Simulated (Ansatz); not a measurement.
# BiH3 (model cell, started as ReO3 type): following an unstable mode, part 3 of 3

Which phase does BiH3 (model cell, started as ReO3 type) fall into along its unstable mode, and how much energy does it gain?

Ansatz 0.2.0; DFT PBEsol, scalar-relativistic, plane waves, PAW.

So far. Step 5 (Energy along the mode, all amplitudes (two of the runs …): The lowest of the steps tried is at 0.22 Å, 17.5 meV/atom below the parent; the bottom of the well need not coincide with a step. Step 7 (The new phase in its own primitive cell): The largest force component left is 0.33 meV/Å and the pressure is 0.001 GPa, within the tolerances set. The cell now holds 19.83 Å³/atom. The relaxed cell has a = 5.859, c = 4.621 Å (conventional setting).

The structure was built from a prototype and need not be the compound's stable phase.

## 8. Modes of the new phase, k-mesh 6×6×8

A relaxed structure may still be a saddle point, so its zone-centre modes are computed. No field response is asked, since the mesh shows no gap.

input.yaml

```yaml
crystal:
  lattice:
    - [5.8593432718, 0.0, 0.0]
    - [0.0, 5.8593432718, 0.0]
    - [0.0, 0.0, 4.6205323766]
  atoms:
    - { symbol: Bi, position: [0.5, 0.0, 0.9586543344] }
    - { symbol: Bi, position: [0.0, 0.5, 0.0413456656] }
    - { symbol: H, position: [0.0, 0.5, 0.6464815563] }
    - { symbol: H, position: [0.5, 0.0, 0.3535184437] }
    - { symbol: H, position: [0.75, 0.25, 0.0] }
    - { symbol: H, position: [0.25, 0.75, 0.0] }
    - { symbol: H, position: [0.25, 0.25, 0.0] }
    - { symbol: H, position: [0.75, 0.75, 0.0] }
kpoints:
  mp_grid: { grid: [6, 6, 8] }
hamiltonian:
  xc: pbesol
scf:
  occupations: { method: methfessel_paxton, width: 0.2 }
output:
  eigenvalues: true
phonons:
  method: dfpt
```

Started as:

```sh
ansatz run input.yaml --threads 4 --pin off --max-ram 7168MiB --backend cpu --events-out ev --progress --plain --runs-dir out
```

Numbers of over 12 decimals in the logs are rounded to 6 here.

Log:

```text
[...]
Crystal: 8 atoms, lattice volume = 158.632 Å³
Basis set: ecut = 420 eV, 3107 PW (Γ), exchange–correlation on 80×80×64 points (8 copies of the dense FFT grid, shifted against one another)
Bands: 26, of which v1, the nominal top of the filled ones, is band 18 counted from 1 (17 counted from 0)
Symmetry: 16 space group operations
k-points: 148 of 288 (irreducible under 1 space group operation, time reversal used)
[...]
SCF iter   1: F=—  HF=-24574.345691 eV  |F-HF|=—  |Δ(HF+E_count)|=         —  Δρ=6.21e-3  dr2=6.25e-2  ethr=1.77e-3  ⟨swp⟩=5.9  Hψ=18920  notcnv=0
[...]
SCF iter   9: F=-24574.346141 eV  HF=-24574.346141 eV  |F-HF|=3.27e-11  |Δ(HF+E_count)|=   1.10e-9  S|Δr|=    0.00e0  Δρ=3.88e-8  dr2=2.54e-12  ethr=1.00e-12  ⟨swp⟩=13.1  Hψ=23642  notcnv=0
SCF 1 converged in 9 iterations: F = -24574.346141 eV  dr2 = 2.54e-12
[...]
DFPT response loops at Γ: preconditioner auto → none (partly filled bands, converged f_vac=0.246); β = 0.50; Broyden in place of MSR1
SCF converged after 9 iterations
[...]
Free energy (F): -24574.346141 eV
[...]
Internal energy: -24574.345589 eV  (E = F + TS)
E sigma→0 (E₀):  -24574.346003 eV
Entropy (-TS):   -0.000552 eV (-0.069 meV/atom)
Fermi energy:    3.029822 eV
[...]
--- Band table (eV; the first three rows and the last of 148) ---
  k-point 0: bands = [... 14 lower, 0.2883, 0.4486, 1.1486, 2.9156, 2.9899, 2.9899, 4.5125, 4.6719, ... 4 higher]
  k-point 1: bands = [... 14 lower, -0.3621, 0.1508, 1.1585, 2.9894, 3.0203, 3.0203, 5.1216, 5.4410, ... 4 higher]
  k-point 2: bands = [... 14 lower, -1.2758, -0.6509, 1.1830, 3.0956, 3.0956, 3.1344, 6.1133, 6.6111, ... 4 higher]
  k-point 147: bands = [... 14 lower, -1.8435, -1.8435, 2.4928, 2.4928, 3.6431, 3.6431, 5.9365, 5.9365, ... 4 higher]
--- Phonons (Γ-DFPT): 6 representative perturbations + reference, on 148 of 288 k-points (Σ response iterations 18) ---
  k mesh reduced under 1 symmetry operation, with k and −k counted as one. Each operation leaves every solved perturbation unchanged. A smaller set is not used because it would not reduce the number of displacements times k-points to solve
  ASR residual: 4.381e-5 → 0.000e0 eV/Å²; symmetrization residual: 7.749e-7 eV/Å²
  ASR residual per site (eV/Å²): 4.38e-5 4.38e-5 1.80e-5 1.80e-5 6.84e-6 6.84e-6 6.84e-6 6.84e-6
  Γ frequencies (cm⁻¹): -1262.00 -1262.00 0.00 0.00 0.00 55.31 112.61 112.61 156.75 156.75 175.74 406.54 406.54 518.76 534.10 534.10 540.23 659.08 693.15 693.15 1425.44 1500.81 1577.78 1577.93
  non-analytic LO–TO correction: not included (Born effective charges unavailable; polar crystals: no LO–TO splitting at Γ)
```

Wall time 86 s (4 threads of Arm Neoverse V2, shared host); peak memory 2.1 GiB.

This step gave:

```
sum-rule residual before enforcement                    : 4.38e-5 eV/Å²
point group                                             : 4/mmm
highest optical mode at the zone centre (no LO-TO term) : 1578 cm⁻¹
lowest optical zone-centre mode                         : -1262 cm⁻¹
```

Patterns of degenerate modes are one choice out of their space. The modes at Γ (shares of kinetic energy by element, %) (negative means imaginary):

```
mode  frequency (cm⁻¹)  symmetry  Bi %  H %
   1           -1262.0        Eu     0  100
   2           -1262.0        Eu     0  100
   3               0.0  acoustic    99    1
   4               0.0  acoustic    99    1
   5               0.0  acoustic    99    1
   6              55.3       A1g   100    0
   7             112.6        Eg    99    1
   8             112.6        Eg    99    1
   9             156.8        Eu     0  100
  10             156.8        Eu     0  100
  11             175.7       A1u     0  100
  12             406.5        Eu     1   99
  13             406.5        Eu     1   99
  14             518.8       A2u     1   99
  15             534.1        Eg     1   99
  16             534.1        Eg     1   99
  17             540.2       B1u     0  100
  18             659.1       B2u     0  100
  19             693.1        Eu     0  100
  20             693.1        Eu     0  100
  21            1425.4       A2u     0  100
  22            1500.8       B1u     0  100
  23            1577.8       A2u     0  100
  24            1577.9       A1g     0  100
```

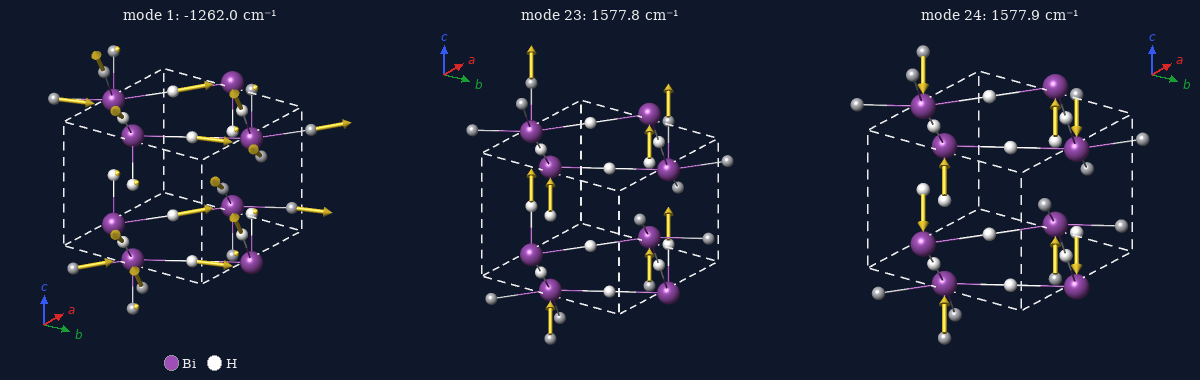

Displacement patterns of modes 1, 23 and 24 at Γ; arrows are exaggerated. Some periodic images of atoms are drawn too.

Before it was imposed, the acoustic sum rule was missed by 4.4e-5 eV/Å². Small misses are needed for a sound result but don't prove that mesh and cutoff are converged. The lowest optical mode is imaginary, 1262.0i cm⁻¹, so the energy falls along it.

## 9. Results

| Item | Value |
| --- | --- |
| unstable mode of the parent | q = (0, -0.5, -0.5), 1377i cm⁻¹ |
| depth at the lowest point sampled | 17.5 meV/atom |
| largest atomic shift at that point | 0.22 Å |
| space group reached (within 0.01 Å) | P4/nmm |
| energy gained over the parent (first relaxation, on the mesh of the frozen mode) | 38.0 meV/atom |
| volume per atom, phase reached | 19.8 Å³ |
| lowest optical zone-centre mode, phase reached | -1262 cm⁻¹ |
| highest optical mode at the zone centre (no LO-TO term), phase reached | 1578 cm⁻¹ |

**Reading.** Along this mode the structure falls into P4/nmm, 38.0 meV/atom below the parent. At the parent's cell the well is 17.45 meV/atom deep on the steps tried, with its lowest point at a shift of 0.22 Å. Relaxing atoms and cell changes the gain by +20.57 meV/atom against the lowest step (energies at zero smearing). The new phase still has an imaginary mode at the zone centre of its cell, so it is a saddle point on the way to a lower structure. Of the 4 patterns followed to their end from this parent, this one ends 40.4 meV/atom above the lowest, Cmcm. Each path keeps the symmetry of its pattern, so a lower phase may lie along a pattern not tried. With no gap, or one that is small against the smearing, the frequencies hang on the k mesh and the smearing, most of all near Kohn anomalies. Spin-orbit coupling is left out, which can matter for the heavy elements here. A phonon run warned that its eigensolver left some bands unconverged in a pass. The starting cell was built on a prototype and not taken from a measurement, so the phase need not exist.

[Logs are printed without paths, hosts, clocks, repeated set-up lines and the standing remarks that a program may print on its own settings, such as how far it seeks lower states.]

[Hosts, paths, dates, database ids (printed as entryN), source tags and the programs' standing remarks are cut or masked in the printed files.]
